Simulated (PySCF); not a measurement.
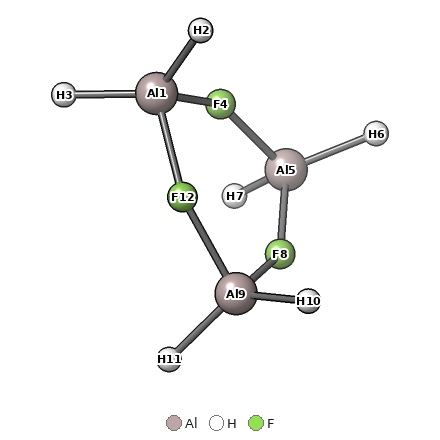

Al₃H₆F₃, singlet. Vertical core-electron binding energies by ΔSCF (SCAN, pcX-2 on the ionised atom (unc-x2c-TZVPall on a metal), pcseg-1 elsewhere, spin-free X2C; PySCF 2.14.0, at a PBE0-D3(BJ)/def2-SVP geometry (no frequency check)), gas phase, against the vacuum level. One atom of each kind was ionised; within a panel, areas follow the number of like atoms and 2j + 1 (2p levels are split by first-order spin-orbit coupling, an approximation), each panel is scaled alone, Gaussians of 0.4 eV full width. Only the regions named are shown.

Q: Predict the Al 2p, F 1s and Al 1s photoelectron lines.

A:
```tsv
level	atoms	binding energy (eV)
Al 2p1/2	Al1, Al5, Al9	82.3
Al 2p3/2	Al1, Al5, Al9	81.8
F 1s	F4, F8, F12	693.8
Al 1s	Al1, Al5, Al9	1568.3
```

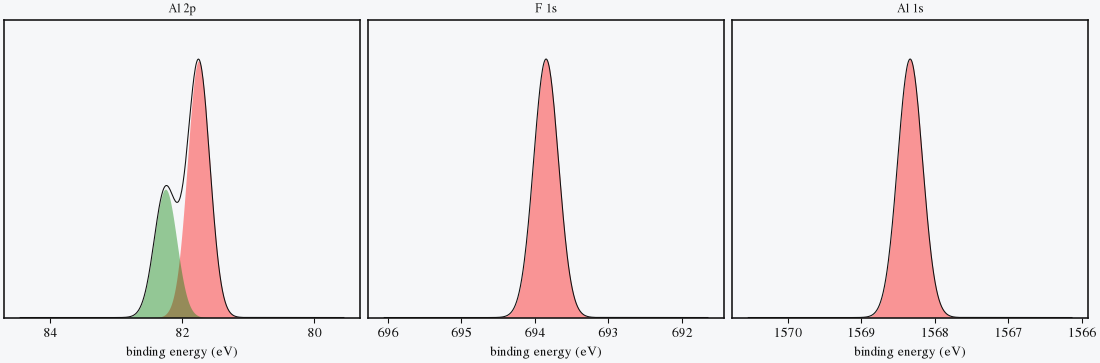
